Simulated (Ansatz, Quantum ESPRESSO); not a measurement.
# Evanescent states of C, diamond type, lattice constant set to 3.677 Å, part 3 of 3

Wanted: the complex band structure of C, diamond type, lattice constant set to 3.677 Å, as for a tunnel barrier.

Quantum ESPRESSO 7.5; plane-wave DFT, PBE, GBRV ultrasoft pseudopotentials; cross-check by Ansatz 0.2.0 with PAW datasets.

So far. Step 2 (SCF with pw.x): The run needed 7 iterations to bring the estimated error under 1e-09 Ry.

**4. Complex band structure, with ewind = 6.0 and epsproj = 1e-07**

Level of this step: complex band structure by pwcond; plane-wave DFT, PBE, GBRV ultrasoft pseudopotentials (Quantum ESPRESSO).

A sensitivity test on the input.

Contents of cbs.w.in:

```
&inputcond
  outdir = './out'
  prefixl = 'scf'
  band_file = 'cbs.w'
  ikind = 0
  ewind = 6.0
  epsproj = 1e-07
  nz1 = 7
  energy0 = 4.48
  denergy = -0.16
/
4
  0.00000000 0.00000000 1.00000000
  0.50000000 0.00000000 1.00000000
  0.50000000 0.50000000 1.00000000
  0.25000000 0.00000000 1.00000000
41
```

Launch:

```bash
$ OMP_NUM_THREADS=1 mpirun -n 2 pwcond.x -in cbs.w.in > cbs.w.out
```

Numbers of over 12 decimals in the logs are rounded to 6 here.

The program printed:

```text
[banner, memory and clock lines left out]
Program PWCOND v.7.5 starts
[citation notice left out]

[...]
./out/scf.save/

     IMPORTANT: XC functional enforced from input :
     Exchange-correlation= PBE
                           (   1   4   3   4   0   0   0)
     Any further DFT definition will be discarded
     Please, verify this is what you really want

     Reading collected, re-writing distributed wavefunctions

===== INPUT FILE containing the left lead =====

     GEOMETRY:

     lattice parameter (alat)  =       4.9133  a.u.
     the volume                =     167.7442 (a.u.)^3
     the cross section         =      24.1410 (a.u.)^2
     l of the unit cell        =       1.4142 (alat)
     number of atoms/cell      =            4
     number of atomic types    =            1

     crystal axes: (cart. coord. in units of alat)
               a(1) = (  1.0000  0.0000  0.0000 )
               a(2) = (  0.0000  1.0000  0.0000 )
               a(3) = (  0.0000  0.0000  1.4142 )

   Cartesian axes

     site n.     atom                  positions (alat units)
          1        C      tau(  1)=(  0.0000  0.0000  1.4142  )
          2        C      tau(  2)=(  0.5000  0.0000  0.3536  )
          3        C      tau(  3)=(  0.5000  0.5000  0.7071  )
          4        C      tau(  4)=(  0.0000  0.5000  1.0607  )

     nr1s                      =           20
     nr2s                      =           20
     nr3s                      =           27
     nr1sx                     =           20
     nr2sx                     =           20
     nr3sx                     =           27
     nr1                       =           24
     nr2                       =           24
     nr3                       =           32
     nr1x                      =           24
     nr2x                      =           24
     nr3x                      =           32

 _______________________________
  Radii of nonlocal spheres:

     type       ibeta     ang. mom.          radius (alat units)
       C          1         0                    0.2681
       C          2         0                    0.2681
       C          3         1                    0.2681
       C          4         1                    0.2681
----- General information -----

----- Complex band structure calculation -----

     nrx                       =           20
     nry                       =           20
     nz1                       =            7

     energy0               =         4.5E+00
     denergy               =        -1.6E-01
     nenergy               =         41
     ecut2d                =         4.0E+01
     ewind                 =         6.0E+00
     epsproj               =         1.0E-07

     number of k_|| points=    4
                       cryst. coord.
        k(    1) = (   0.0000000   0.0000000), wk =   0.2500000
        k(    2) = (   0.5000000   0.0000000), wk =   0.2500000
        k(    3) = (   0.5000000   0.5000000), wk =   0.2500000
        k(    4) = (   0.2500000   0.0000000), wk =   0.2500000
----- Information about left lead -----

     nocros                   =            8
     noins                    =           24
     norb                     =           40
     norbf                    =           40
     nrz                      =           27

      iorb      type   ibeta   ang. mom.   m       position (alat)
        1        1       1        0        1   taunew(   1)=(  0.0000  0.0000  0.0000)
        2        1       2        0        1   taunew(   2)=(  0.0000  0.0000  0.0000)
[...]
40        1       4        1        3   taunew(  40)=(  0.0000  0.0000  1.4142)
    k slab    z(k)  z(k+1)     crossing(iorb=1,norb)
    1   0.0000 0.0524 0.0524   1111111100000000000000000000000000000000
    2   0.0524 0.1048 0.0524   1111111111111111000000000000000000000000
[...]
27   1.3618 1.4142 0.0524   0000000000000000000000000000000011111111
 ngper, shell number =           69          13
 ngper, n2d =           69          69
---  E-Ef =    4.4800000  k =    0.0000000   0.0000000
---  ie =          1  ik =          1
 Nchannels of the left tip =            2
 Right moving states:
   k1(2pi/a)   k2(2pi/a)   E-Ef (eV)
  -0.0216108  -0.0000000   4.4800000
  -0.4052487  -0.0000000   4.4800000
 Left moving states:
   k1(2pi/a)   k2(2pi/a)   E-Ef (eV)
   0.0216108  -0.0000000   4.4800000
   0.4052487  -0.0000000   4.4800000

---  E-Ef =    4.3200000  k =    0.0000000   0.0000000
---  ie =          2  ik =          1
 Nchannels of the left tip =            2
 Right moving states:
   k1(2pi/a)   k2(2pi/a)   E-Ef (eV)
  -0.0614731  -0.0000000   4.3200000
  -0.4631571  -0.0000000   4.3200000
 Left moving states:
   k1(2pi/a)   k2(2pi/a)   E-Ef (eV)
   0.0614731  -0.0000000   4.3200000
   0.4631571  -0.0000000   4.3200000
[... further energies and points left out ...]
---  E-Ef =   -1.7600000  k =    0.2500000   0.0000000
---  ie =         40  ik =          4
 Nchannels of the left tip =            3
 Right moving states:
   k1(2pi/a)   k2(2pi/a)   E-Ef (eV)
   0.1929184  -0.0000000  -1.7600000
  -0.2758270   0.0000000  -1.7600000
  -0.3457657   0.0000000  -1.7600000
 Left moving states:
   k1(2pi/a)   k2(2pi/a)   E-Ef (eV)
  -0.1929184  -0.0000000  -1.7600000
   0.2758270   0.0000000  -1.7600000
   0.3457657  -0.0000000  -1.7600000

---  E-Ef =   -1.9200000  k =    0.2500000   0.0000000
---  ie =         41  ik =          4
 Nchannels of the left tip =            3
 Right moving states:
   k1(2pi/a)   k2(2pi/a)   E-Ef (eV)
   0.1610412  -0.0000000  -1.9200000
  -0.3007871   0.0000000  -1.9200000
  -0.3762554   0.0000000  -1.9200000
 Left moving states:
   k1(2pi/a)   k2(2pi/a)   E-Ef (eV)
  -0.1610412  -0.0000000  -1.9200000
   0.3007871   0.0000000  -1.9200000
   0.3762554  -0.0000000  -1.9200000

[...]
```

Elapsed: 54 s, on 2 MPI ranks of Arm Neoverse N1, shared host; peak memory 0.1 GiB; 95 s of CPU time.

Beside the run it was changed from:

| quantity | this run | unchanged run | difference |
| --- | --- | --- | --- |
| peak of the smallest κ at the zone centre (Å⁻¹) | 0.313 | 0.313 | 0 |
| wall time (s) | 54 | 45 |  |

The physical values in this table stay within 0.05 %.

**5. The same in Ansatz**

As a check, the same structure is run in Ansatz.

Level of this step: plane-wave DFT, PBE, Ansatz PAW (Ansatz 0.2.0).

Contents of input.yaml:

```yaml
crystal:
  lattice:
    - [2.6000316344, 0.0, 0.0]
    - [0.0, 2.6000316344, 0.0]
    - [0.0, 0.0, 3.677]
  atoms:
    - { symbol: C, position: [0.0, 0.0, 0.0] }
    - { symbol: C, position: [0.5, 0.0, 0.25] }
    - { symbol: C, position: [0.5, 0.5, 0.5] }
    - { symbol: C, position: [0.0, 0.5, 0.75] }
kpoints:
  mp_grid: { grid: [8, 8, 6] }
hamiltonian:
  xc: pbe
scf:
  occupations: { method: fixed }
  convergence: { dr2_threshold: 1.0e-09 }
output:
  transmission:
    leads: [[0, 0]]
    kpoints: [[0, 0], [0.5, 0], [0.5, 0.5], [0.25, 0]]
    e_range: [-1.92, 4.48]
    de: 0.16
```

Launch:

```bash
$ ansatz run input.yaml --threads 2 --pin off --max-ram 4096MiB --backend cpu --events-out ev --progress --plain --runs-dir out
```

The program printed:

```text
Engine: ansatz 0.2.0, aarch64-unknown-linux-gnu
Pseudopotentials: kind: paw
Pseudopotential: C, paw, valence charge 4, recommended cutoff 420 eV (normal), C.paw.azcp
Functional definition: PBE
  parameter kappa = 0.804
  parameter beta = 0.066725
  exchange = pbe_x(kappa = kappa, mu = beta*pi^2/3)
  correlation = pbe_c(beta = beta)
Crystal: 4 atoms, lattice volume = 24.857 Å³
Basis set: ecut = 420 eV, 489 PW (Γ)
Bands: 12, of which v1, the nominal top of the filled ones, is band 8 counted from 1 (7 counted from 0)
Symmetry: 32 space group operations
Space group: Fd-3m (ITA 227), of the structure as read, at distance tolerance 2.9e-5 Å
k-points: 60 of 384
Non-local potential: C, projectors of the file, l = 0: 2, l = 1: 2, l = 2: 1
PAW form: soft (Blöchl's): semilocal exchange-correlation on the pseudo side does not see the compensation charge
PAW one-centre angular grid: C, 110 points (default); XC on 64 Gauss nodes
Initial density: superposition of atomic densities (neutral atoms: chi_scale 0, normalization atom), corrected by the library's trained network
Initial wavefunctions: pseudopotential atomic-orbital guess
Functional: x = pbe(κ = 0.804, μ = 0.219515), c = pbe(β = 0.066725)
SCF iter   1: F=—  HF=-1003.008500 eV  |F-HF|=—  |Δ(HF+E_count)|=         —  Δρ=2.84e-3  dr2=1.23e-3  ethr=1.77e-3  ⟨swp⟩=4.0  Hψ=3540  notcnv=0  defer=83
preconditioner: auto → none  [insulator: Δε(μ)=3.963 eV  Ē_g=16.109 eV  n_scr=6 (ndim 8)  ℏωp=29.8 eV  f_vac=0.000  ε∞_Penn≈4.4]
SCF iter   2: F=—  HF=-1003.008021 eV  |F-HF|=—  |Δ(HF+E_count)|=   4.79e-4  Δρ=1.20e-3  dr2=1.88e-4  ethr=7.67e-6  ⟨swp⟩=2.3  Hψ=1463  notcnv=0  defer=111
SCF iter   3: F=—  HF=-1003.008027 eV  |F-HF|=—  |Δ(HF+E_count)|=   5.82e-6  Δρ=1.17e-4  dr2=8.35e-7  ethr=1.18e-6  ⟨swp⟩=2.5  Hψ=1263  notcnv=0  defer=105
SCF iter   4: F=—  HF=-1003.008029 eV  |F-HF|=—  |Δ(HF+E_count)|=   2.65e-6  Δρ=1.91e-5  dr2=5.64e-8  ethr=5.22e-9  ⟨swp⟩=2.0  Hψ=1200  notcnv=0  defer=3
iter 5 did not close the SCF: its close was put off for the readings that it lacked (scf_convergence_deferred on its scf_iter line)
SCF iter   5: F=-1003.008029 eV  HF=-1003.008029 eV  |F-HF|=1.92e-11  |Δ(HF+E_count)|=   1.19e-8  Δρ=8.18e-7  dr2=7.42e-11  ethr=3.52e-10  ⟨swp⟩=2.8  Hψ=1276  notcnv=0  defer=3
SCF iter   6: F=-1003.008029 eV  HF=-1003.008029 eV  |F-HF|=7.96e-13  |Δ(HF+E_count)|=  1.60e-11  Δρ=9.11e-8  dr2=1.62e-12  ethr=1.00e-12  ⟨swp⟩=2.7  Hψ=3181  notcnv=0
SCF 1 converged in 6 iterations: F = -1003.008029 eV  dr2 = 1.62e-12
  greatest PAW one-centre occupation: 0.630 electrons in one spin orbital (limit 2), on the C atom at site 3 (counted from 0), in its partial waves of l = 0
transmission: 5 of 20 steps passed
transmission: 10 of 20 steps passed
transmission: 15 of 20 steps passed
transmission: 20 of 20 steps passed
SCF converged after 6 iterations
Free energy (F): -1003.008029 eV
Harris-Foulkes:  -1003.008029 eV  (|F-HF|=7.96e-13)
Internal energy: -1003.008029 eV  (E = F + TS)
E sigma→0 (E₀):  -1003.008029 eV
Fermi energy:    11.723492 eV
--- Per-component energies (eV) ---
  E_band       = 52.644879
  E_kinetic    = 356.958155
  E_local      = -258.223592  (includes V_loc(G=0)·N_el)
  E_nonlocal   = 104.657081
  E_hartree    = 56.161727
  E_xc         = -191.668262
  E_vxc        = -237.709839  (∫ρ·V_xc dr)
  E_paw        = -395.838672  (= ΣΔE_a)
  E_vpaw       = -25.360406  (= ΣTr[D̂ρ^β])
  E_aug_tail   = 0.000043  (compensation charges beyond the density's cutoff)
  E_ewald      = -675.054508
  E_smearing   = -0.000000  (= −TS)
  E_closure    = -0.000000  (closes the sum)
  Σ components = -1003.008029   (vs F -1003.008029, Δ=0.00e0)
--- Band table (eV; the first three rows and the last of 60) ---
  k-point 0: bands = [... 4 lower, 5.9565, 11.7235, 11.7235, 11.7235, 16.2993, 16.2993, 17.0708, 17.0708]
  k-point 1: bands = [... 4 lower, 6.1866, 10.9069, 10.9069, 11.1022, 15.7601, 16.8779, 17.3968, 18.0841]
  k-point 2: bands = [... 4 lower, 6.8700, 9.3933, 9.3933, 9.4964, 15.6838, 16.4234, 19.1106, 20.1739]
  k-point 59: bands = [... 4 lower, 4.1589, 4.1589, 4.1589, 4.1589, 21.9326, 21.9326, 21.9326, 21.9326]
--- Transmission ---
  basis      : 61 plane waves across, 5 finite elements along
  points     : 4, as listed
  energies   : 41 from -1.920000 to 4.480000 eV about the Fermi level, 0.160000 eV apart; the leads are filled to 1.973618 eV, and channels, transmission and decay are at 1.920000 eV
  crystal 0  : C4, at the sites [0, 0], period 3.6770 Å: whole cells are its period
    offset         : up to 0.0000 Å between an atom of the period and one for which it stands
    channels       : 0.000000e0 a spin
    conductance    : none, the energies end too early or step too widely for 300 K: set another output.transmission.e_range or a lower de, or, where they end at an eighth of basis.ecutwfc, a higher one
    slowest decay  : 0.3038 /Å at (0.0000, 0.0000)
```

Wall time 6.2 s (2 threads); peak memory 0.26 GiB.

Read from the output:

* free energy: -1003.0080 eV
* gap by band count: 3.947 eV
* symmetry operations: 32
* slowest decay at the grid energy nearest mid-gap: 0.3038 Å⁻¹
* peak of the smallest κ at the zone centre: 0.3127 Å⁻¹
* valence top, on the run's zero: 11.72 eV

K across = (0, 0) in the cell's reciprocal vectors; values within 0.0025 1/Å of each other count once, columns are sorted by size at each energy, a dash where no further value was kept. Table of Im kz of the slowest decaying states by energy, zero at the highest filled level of the SCF mesh:

| energy (eV) | decay 1 (Å⁻¹) | decay 2 (Å⁻¹) | decay 3 (Å⁻¹) |
| --- | --- | --- | --- |
| -1.440 | 1.39 | - | - |
| -0.960 | 1.33 | - | - |
| -0.480 | 1.26 | - | - |
| 0.000 | 0.00637 | 0.00905 | 1.20 |
| 0.480 | 0.187 | 0.240 | 1.12 |
| 0.960 | 0.248 | 0.332 | 1.05 |
| 1.440 | 0.284 | 0.398 | 0.964 |
| 1.920 | 0.304 | 0.449 | 0.872 |
| 2.560 | 0.313 | 0.503 | 0.728 |
| 3.040 | 0.308 | 0.534 | 0.594 |
| 3.520 | 0.293 | 0.412 | 0.559 |
| 4.000 | 0.266 | 0.579 | - |

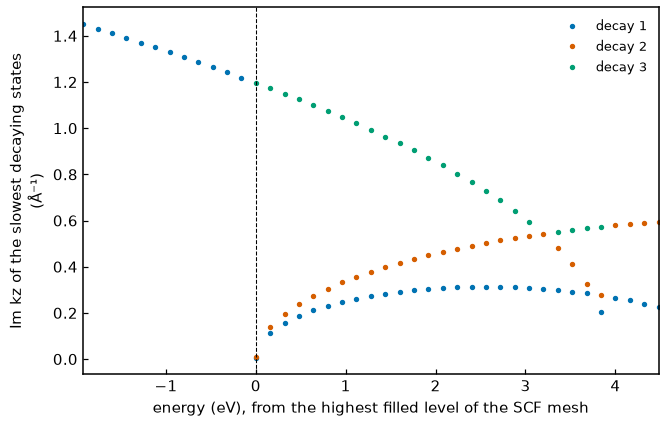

Im kz of the slowest decaying states, plotted against energy.

K across = (0, 0) in the cell's reciprocal vectors. Re kz of states that move upwards against energy, zero at the highest filled level of the SCF mesh:

| energy (eV) | channel 1 (Å⁻¹) | channel 2 (Å⁻¹) | channel 3 (Å⁻¹) |
| --- | --- | --- | --- |
| -1.92 | -0.523 | -0.494 | -0.494 |
| -1.60 | -0.473 | -0.435 | -0.435 |
| -1.12 | -0.389 | -0.345 | -0.345 |
| -0.80 | -0.325 | -0.281 | -0.281 |
| -0.48 | -0.249 | -0.210 | -0.210 |
| 0.00 | - | - | - |
| 0.32 | - | - | - |
| 0.64 | - | - | - |
| 1.12 | - | - | - |
| 1.44 | - | - | - |
| 1.92 | - | - | - |
| 2.24 | - | - | - |
| 2.56 | - | - | - |
| 3.04 | - | - | - |
| 3.36 | - | - | - |
| 3.68 | - | - | - |
| 4.16 | -0.189 | 0.803 | - |
| 4.48 | -0.694 | -0.0348 | - |

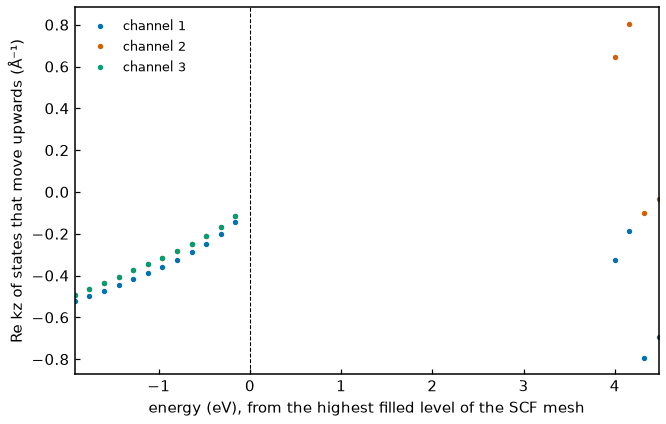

Re kz of states that move upwards, plotted against energy.

K across = (1/2, 0) in the cell's reciprocal vectors; values within 0.0025 1/Å of each other count once, columns are sorted by size at each energy, a dash where no further value was kept. Table of Im kz of the slowest decaying states by energy, zero at the highest filled level of the SCF mesh:

| energy (eV) | decay 1 (Å⁻¹) | decay 2 (Å⁻¹) | decay 3 (Å⁻¹) |
| --- | --- | --- | --- |
| -1.92 | 0.237 | 0.709 | - |
| -1.60 | 0.284 | 0.784 | - |
| -1.12 | 0.339 | 0.852 | - |
| -0.80 | 0.367 | 0.881 | - |
| -0.48 | 0.392 | 0.901 | - |
| 0.00 | 0.422 | 0.920 | - |
| 0.32 | 0.439 | 0.927 | - |
| 0.64 | 0.453 | 0.930 | - |
| 1.12 | 0.471 | 0.929 | - |
| 1.44 | 0.480 | 0.925 | - |
| 1.92 | 0.490 | 0.915 | 1.45 |
| 2.24 | 0.494 | 0.906 | 1.41 |
| 2.56 | 0.497 | 0.895 | 1.37 |
| 3.04 | 0.497 | 0.874 | 1.31 |
| 3.36 | 0.495 | 0.858 | 1.26 |
| 3.68 | 0.491 | 0.840 | 1.22 |
| 4.16 | 0.481 | 0.810 | 1.15 |
| 4.48 | 0.471 | 0.787 | 1.10 |

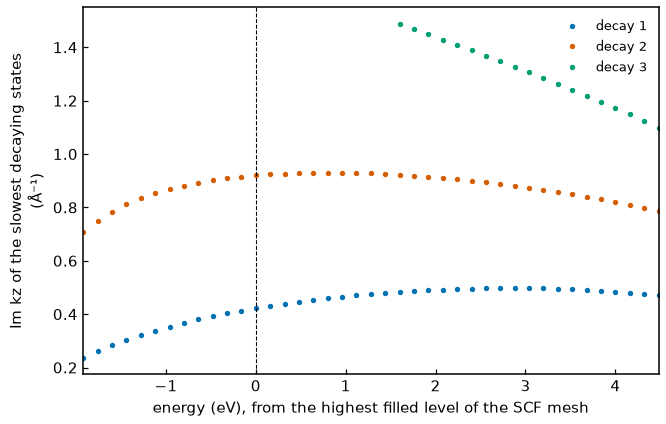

Im kz of the slowest decaying states against energy.

K across = (1/2, 1/2) in the cell's reciprocal vectors; values within 0.0025 1/Å of each other count once, columns are sorted by size at each energy, a dash where no further value was kept. Table of Im kz of the slowest decaying states by energy, zero at the highest filled level of the SCF mesh:

| energy (eV) | Im kz of the slowest decaying states (Å⁻¹) |
| --- | --- |
| -1.92 | 0.509 |
| -1.44 | 0.512 |
| -0.96 | 0.511 |
| -0.48 | 0.505 |
| 0.00 | 0.496 |
| 0.48 | 0.483 |
| 0.96 | 0.466 |
| 1.60 | 0.437 |
| 2.08 | 0.409 |
| 2.56 | 0.376 |
| 3.04 | 0.334 |
| 3.52 | 0.282 |
| 4.00 | 0.212 |
| 4.48 | 0.0875 |

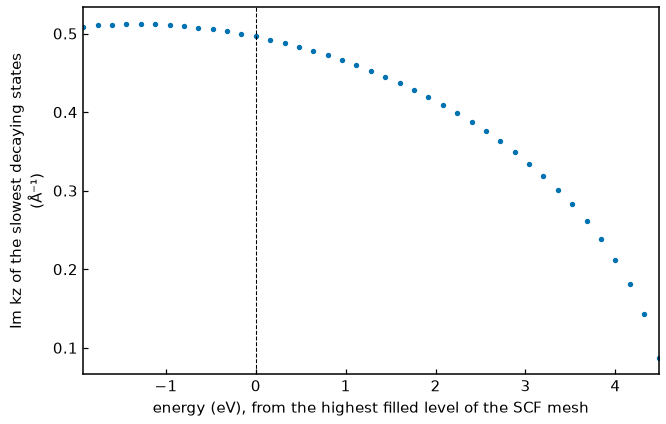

Im kz of the slowest decaying states, plotted against energy.

K across = (1/4, 0) in the cell's reciprocal vectors; values within 0.0025 1/Å of each other count once, columns are sorted by size at each energy, a dash where no further value was kept. Table of Im kz of the slowest decaying states by energy, zero at the highest filled level of the SCF mesh:

| energy (eV) | decay 1 (Å⁻¹) | decay 2 (Å⁻¹) | decay 3 (Å⁻¹) |
| --- | --- | --- | --- |
| -1.440 | 0.118 | - | - |
| -0.960 | 0.238 | 1.50 | - |
| -0.480 | 0.191 | 0.308 | 1.44 |
| 0.000 | 0.325 | 0.358 | 1.39 |
| 0.480 | 0.395 | 0.402 | 1.33 |
| 0.960 | 0.424 | 0.455 | 1.27 |
| 1.440 | 0.447 | 0.491 | 1.20 |
| 1.920 | 0.463 | 0.516 | 1.14 |
| 2.560 | 0.475 | 0.532 | 1.04 |
| 3.040 | 0.479 | 0.534 | 0.958 |
| 3.520 | 0.478 | 0.526 | 0.869 |
| 4.000 | 0.471 | 0.508 | 0.765 |

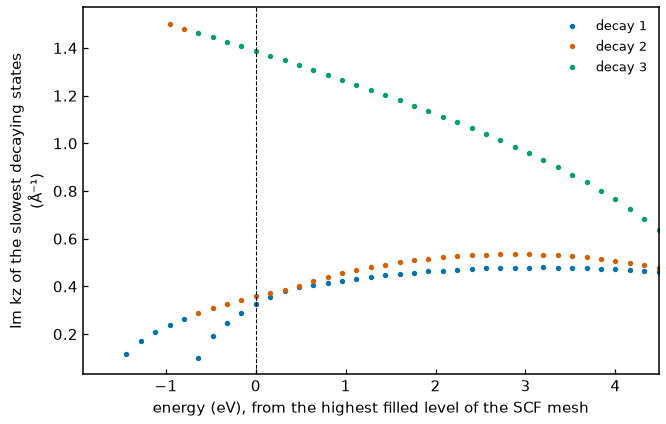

Im kz of the slowest decaying states, plotted against energy.

**6. Worked from the printed numbers**

T falls as exp(−2κd). With κ = 0.305 1/Å, 10 Å of barrier pass exp(−2 × 0.305 × 10) = 0.0022 of that channel, interfaces aside.

**7. Results**

```json
{
  "gap on the SCF mesh": "3.95 eV",
  "smallest κ at mid-gap among the four k points, at the zone centre": "0.305 Å⁻¹",
  "peak of the smallest κ in the stop band at the zone centre": "0.313 Å⁻¹",
  "energy of the peak at the zone centre, over the highest filled level": "2.56 eV",
  "peak at the zone centre by Ansatz": "0.313 Å⁻¹"
}
```

What this shows: With a gap of 3.95 eV on the mesh, the smallest κ at mid-gap among the four k points, at the zone centre is 0.305 Å⁻¹ (PBE, GBRV ultrasoft). For a barrier with the Fermi level at mid-gap the slowest state found, at the zone centre, loses a factor of ten in probability every 3.8 Å or so. Stop bands away from the zone centre are mostly wider than the gap, so their peaks can lie above the conduction bottom. At the zone centre pwcond's peak is 0.313 and Ansatz's 0.313 1/Å, 0 % apart. The cell is the a/√2 one, turned by 45°, with two primitive cells, so X along [001] folds onto kz = 0. A semilocal gap is too small, often by a third to a half and by more in narrow-gap crystals, so real barriers decay faster.

[Logs are printed without paths, hosts, clocks, repeated set-up lines and the standing remarks that a program may print on its own settings, such as how far it seeks lower states.]

[Hosts, paths, dates, database ids (printed as entryN), source tags and the programs' standing remarks are cut or masked in the printed files.]

[Maps of the electrostatic potential energy from Ansatz leave out the sawtooth potential of an applied field or a dipole correction, so their vacuum need not be flat; planar profiles and work functions include it.]
